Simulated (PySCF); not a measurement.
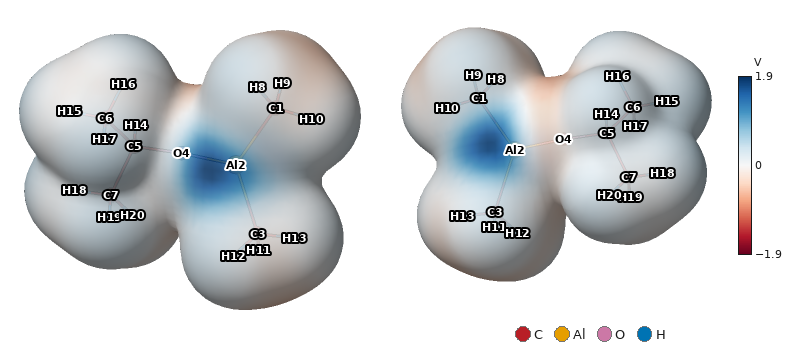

C5H13AlO, SMILES `C[Al](C)OC(C)C`. Electrostatic potential on the surface of electron density 0.001 a.u. (back view left, front view right).

Computed with PySCF, B3LYP/6-31+G*, geometry: GFN2-xTB. No frequency check shows the geometry to be a minimum.

**Where are the extremes of the potential on the surface?**

Highest: 1.86 V, over Al2, off the plane of its three bonds (1.9 Å). Further maxima include 0.45 V, 1.4 Å from H15; 0.40 V, 1.4 Å from H17. Lowest: −0.61 V, 1.9 Å from O4. Further minima include −0.46 V, near H9 (1.85 Å), H10 (1.96 Å), H8 (1.98 Å) and C1 (2.05 Å); −0.45 V, near H12 (1.85 Å), H13 (1.96 Å), H11 (1.99 Å) and C3 (2.06 Å). The surface is sampled at points, so like sites can differ by a few per cent and only the strongest of them is named.

The PySCF run took 30 s on 1 thread of Intel(R) Xeon(R) Platinum 8259CL CPU @ 2.50GHz (Skylake/Cascade Lake), with other jobs on the host, peak memory 0.65 GiB.
